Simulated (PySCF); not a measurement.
# CaO: what the fields show

```xyz
2

Ca    0.0000    0.0000   -0.5214
O     0.0000    0.0000    1.3026
```

Theory: PBE0/aug-pcseg-1, non-relativistic, at a bond length of 1.824 Å (PySCF).

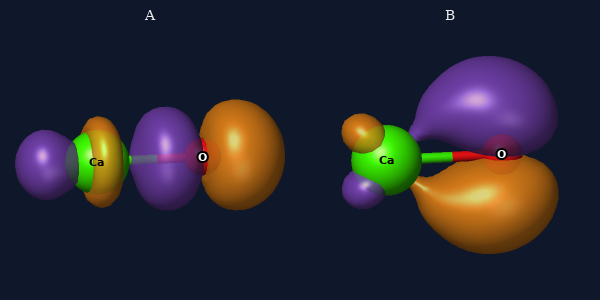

Figure 1. Two frontier orbitals, each drawn at the value that holds 80 % of its norm (orange and purple are the two phases), in no order; of a degenerate pair one member is drawn.

Label each orbital by symmetry, say whether it is occupied, and order them by energy.

Orbital B: π, occupied, −5.03 eV; mainly on O (80 %).
Orbital A: σ, occupied, −4.83 eV; mainly on O (75 %).

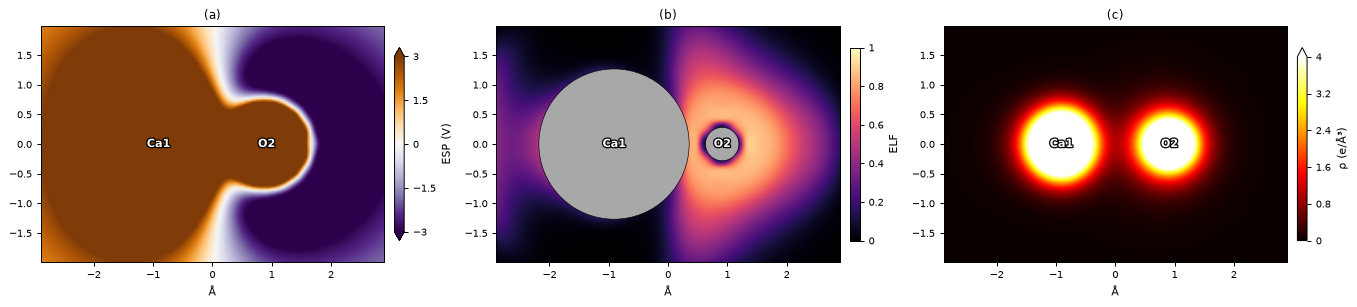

Figure 2. (a) electrostatic potential; (b) electron localisation function; (c) electron density on a plane that holds the molecular axis. Grey discs cover the atomic cores in the ELF map.

Interpret the plot.

The section cuts through Ca and O sites. Ca–O (1.82 Å): ρ at the midpoint is about 1 e/Å³; the ELF peaks at about 0.85 in the valence shell of O, 0.5 Å from its nucleus, and drops to about 0.25 between the two atoms: a largely ionic contact. Outside the dense part of the molecule the potential is most negative (−4.9 V) near O2.

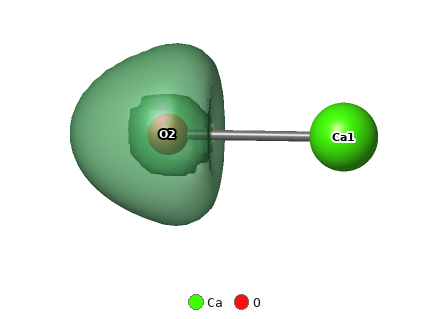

Figure 3. Isosurface of the ELF at 0.75 (green), seen from one side. Core shells and regions of very low density are left out.

Describe the localisation domains.

The surface consists of one region wrapped around O (its valence shell).
